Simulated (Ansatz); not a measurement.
**Hf3 (charge −1, quartet): density, localisation and related maps**

Input file:

```
crystal:
  periodic: [false, false, false]
  atoms:
    - {symbol: Hf, position_ang: [-1.212632, 0.978624, -0.092824]}
    - {symbol: Hf, position_ang: [0.487515, -0.761362, -1.272385]}
    - {symbol: Hf, position_ang: [0.725116, -0.217273, 1.365209]}
basis:
  gaussian: {orbitals: def2-TZVPD, initial_orbitals: start.molden}
total_charge: -1
magnetization: {spin_polarized: true, initial_magnetization: 3}
hamiltonian: {xc: pbe0, dispersion: d4}
output: {orbitals: {seedname: orbitals}}
```

Command:

```sh
ansatz run in.yaml --threads 4 --pin off --events-out ev --progress --plain --max-ram 3916MiB
```

Geometry: PBE-D4/def2-TZVPD; ⟨S²⟩ = 4.00, above the pure value of 3.75; core potentials replace the inner electrons of Hf; the highest occupied orbital lies above zero, a sign that basis and functional describe the outermost electron poorly.

Theory: UKS PBE0-D4/def2-TZVPD in Ansatz.

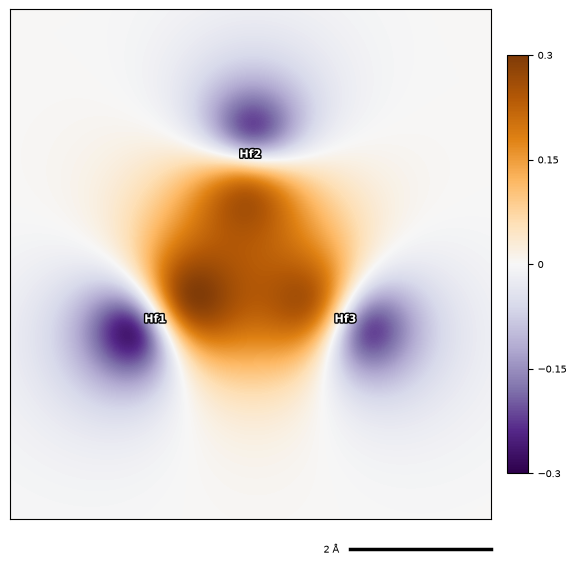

Figure 1. The HOMO (β) on a plane 0.8 Å above the molecular plane (values in Å⁻³ᐟ²; the overall sign is arbitrary).

**What is the character of this orbital?**

Its weight (Hirshfeld) is mainly on Hf1 (about 35 %), Hf2 (about 35 %) and Hf3 (about 35 %); it changes sign across the molecular plane (π type); π-bonding across Hf1–Hf2, Hf1–Hf3 and Hf2–Hf3. Its energy is −0.41 eV.

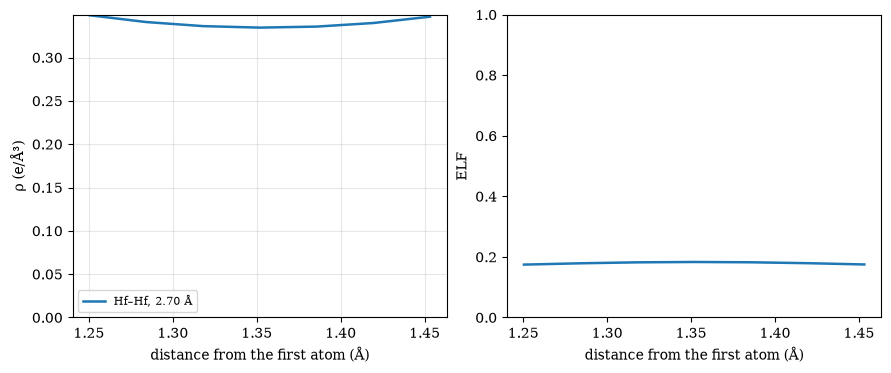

Figure 2. Electron density and electron localisation function along straight lines between neighbouring atoms. The curves leave out the atomic cores.

**What can be read from the curves?**

Hf–Hf (2.70 Å): ρ is about 0.33 e/Å³ halfway; the ELF is about 0.20 at the midpoint.
